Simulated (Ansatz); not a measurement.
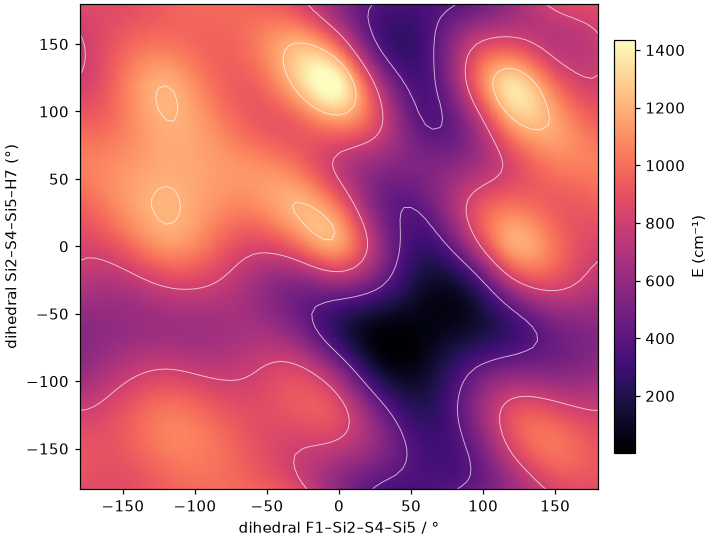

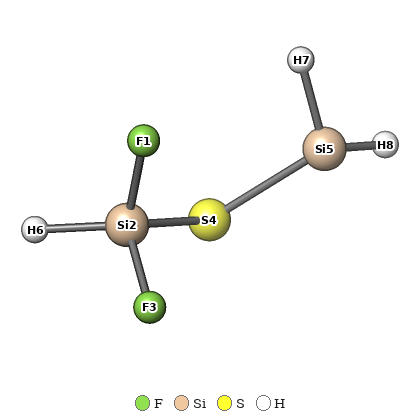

Energy landscape of F₂H₃SSi₂, SMILES F[SiH](F)S[SiH2], spin multiplicity 2. First axis: dihedral F1–Si2–S4–Si5. Second axis: dihedral Si2–S4–Si5–H7. Nothing is relaxed (all other coordinates rigid). The grid has 12 × 12 points. Points are written as (first, second). Energies are in cm⁻¹, from the relaxed molecule at the same level. The calculation used Ansatz 0.2.0, UHF/def2-SVP.

Drawn: a smooth colour map with a few white contour lines. Between grid points the surface is interpolated. The second picture is the structure at the lowest point.

Describe this landscape.

Answer. The lowest grid point is at (30°, −60°), 47 cm⁻¹ from the relaxed molecule at the same level. The bottom of the well lies between grid points, at about (40°, −70°), about 44 cm⁻¹ lower on the interpolated surface. There is a further well near (60°, 150°) (288 cm⁻¹ above the lowest at that grid point). The highest grid point, (0°, 120°), lies 1388 cm⁻¹ above the lowest. On the interpolated surface the easiest way out of the lowest well to the well at about (45°, 155°) passes a barrier of about 340 cm⁻¹, counted from the interpolated bottom of the well. Round the minimum the two coordinates are weakly coupled (coupling 0.14 in units of the two stiffnesses).

Grid values (cm⁻¹):

```tsv
dihedral Si2–S4–Si5–H7 ↓, dihedral F1–Si2–S4–Si5 →	−180	−150	−120	−90	−60	−30	0	30	60	90	120	150
150	784	951	1020	964	1023	1208	942	350	335	739	876	734
120	821	1030	1197	1022	953	1241	1435	669	345	830	1349	999
90	968	1048	1194	1106	947	941	1070	799	400	589	1133	1170
60	1051	1112	1180	1150	1100	1012	762	582	531	623	852	1039
30	956	1110	1215	1125	1077	1207	1002	493	451	822	1014	942
0	840	940	1116	1010	850	966	1135	593	285	634	1159	1017
−30	714	698	802	792	655	527	565	391	122	206	675	835
−60	565	603	632	643	660	529	230	47	49	117	294	495
−90	596	722	792	750	782	823	537	115	107	363	510	528
−120	789	894	1011	951	873	923	855	440	225	503	863	859
−150	920	926	1045	1031	914	809	744	548	322	415	830	1015
−180	877	880	955	993	967	863	578	368	346	433	630	835
```

Each point was launched as `ansatz run input.yaml --threads 1 --pin off --max-ram 2560MiB --backend cpu --events-out ev --progress --plain --runs-dir out`. The whole map (144 points run) took 15 min on 1 thread of Arm Neoverse N1, with other jobs on the host.
